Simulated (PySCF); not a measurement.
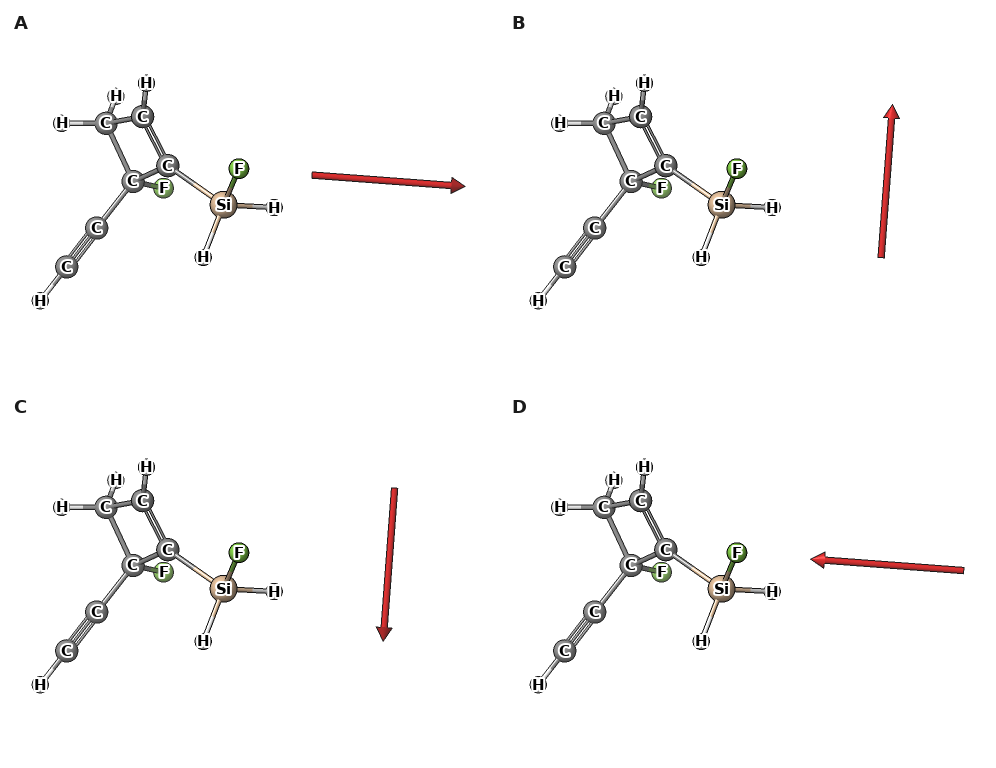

The same molecule four times, each with an arrow. The computed structure is the end point of a GFN2-xTB optimisation. No frequency run is at hand to confirm it as a minimum. Properties computed with PBE0/pcSseg-1, gas phase (PySCF 2.14.0).

Which arrow points along the dipole moment, from the negative to the positive end?

Answer. D. The dipole moment is 1.74 D.

The geometry is semi-empirical. Around Si such bond lengths and angles can be off by a tenth of an ångström or more and by several degrees, and values that hang on the shape move with them.
